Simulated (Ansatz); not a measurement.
# C$_{2}$H$_{5}$FZn (SMILES C[CH2][Zn][F]): what the fields show

```xyz
9

C    -0.3482    1.0907   -0.0342
C    -0.0459   -0.2758    0.5752
Zn    0.6962   -1.5735   -0.6421
F     1.3727   -2.7585   -1.7490
H    -1.0735    1.0256   -0.8487
H    -0.7655    1.7719    0.7145
H     0.5480    1.5675   -0.4381
H     0.6585   -0.1777    1.4069
H    -0.9537   -0.7165    0.9986
```

Geometry: PBE0-D4/def2-TZVP.

All numbers below come from RKS PBE0-D4/def2-TZVPP (Ansatz).

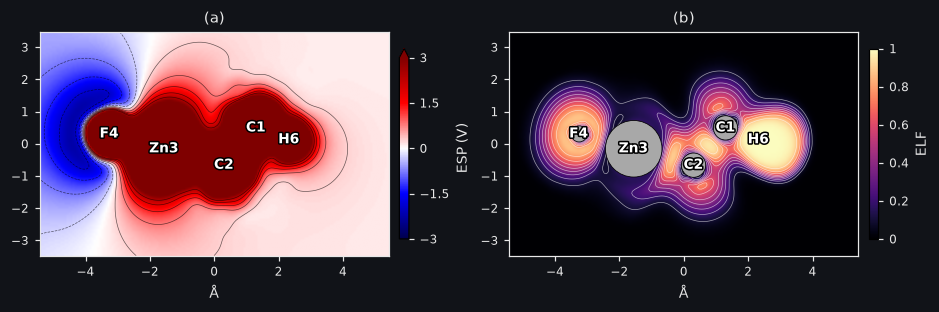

Figure 1. (a) electrostatic potential; (b) ELF on the plane of atoms C2, C1 and H6. Grey discs cover the atomic cores in the ELF map.

> Read the bonding off the picture.

- The plane passes through C, Zn, F and H nuclei.
- C–C (1.53 Å): the ELF peaks at about 0.95 between the atoms (a shared electron pair).
- Zn–F (1.76 Å): the ELF peaks at about 0.80 in the valence shell of F, 0.5 Å from its nucleus, and is about 0.15 at the midpoint.
- C–Zn (1.93 Å): the ELF peaks at about 0.90 in the valence shell of C, 0.7 Å from its nucleus, and is about 0.45 at the midpoint.
- C–H (1.09 Å): the ELF climbs to about 1 towards the hydrogen, as it does in any bond to H; an ordinary covalent bond to hydrogen.
- The ELF also peaks beside F4, away from the bonds: lone-pair regions.
- Outside the dense part of the molecule the potential is most negative (−2.2 V) near F4.

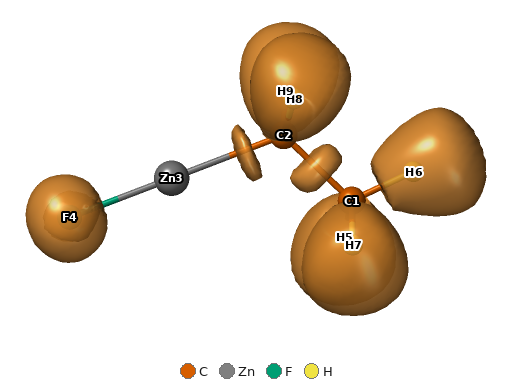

Figure 2. Isosurface of the ELF at 0.8 (orange), seen across its widest extent. Core shells and regions of very low density are left out.

> Where are the electrons localised?

The surface consists of one region between bonded C–C atoms (shared pairs), five regions around hydrogen nuclei, one lobe of the valence shell of C pointing towards Zn (polar bonds) and one region wrapped around F (its valence shell).

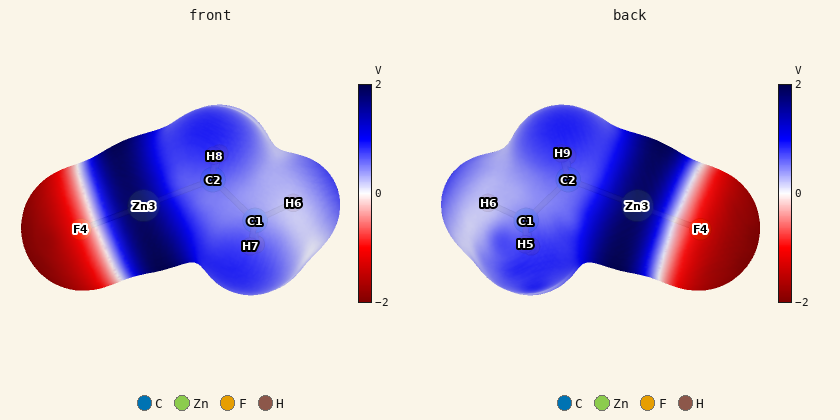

Figure 3. The electrostatic potential painted on the density surface at 0.002 e/bohr³, seen from the front and from behind; the colour scale runs from red (negative) to blue (positive).

> Which sites attract a positive test charge, and which a negative one?

A positive charge is drawn to the negative regions and a negative charge to the positive ones. The most negative region (about −2.0 V) lies over F4, the most positive (about +1.9 V) over Zn3.

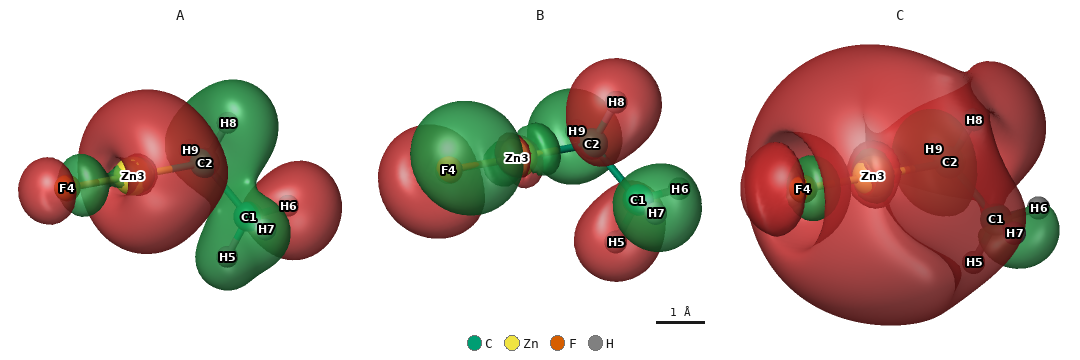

Figure 4. Three frontier orbitals at ±0.05 Å⁻³ᐟ² (green and red are the two phases), in no order.

> Which picture is the HOMO−1, the HOMO and the LUMO?

B is the HOMO−1 (−9.72 eV). Its weight (Hirshfeld) is mainly on F4 (about 65 %), Zn3 (about 10 %) and C2 (about 5 %). A is the HOMO (−8.06 eV). Its weight (Hirshfeld) is mainly on C2 (about 35 %), Zn3 (about 30 %), C1 (about 10 %) and H6 (about 5 %). C is the LUMO (−0.49 eV). Its weight (Hirshfeld) is mainly on Zn3 (about 60 %), C2 (about 15 %) and F4 (about 10 %).

> What is the HOMO–LUMO gap?

7.57 eV between the orbital energies.
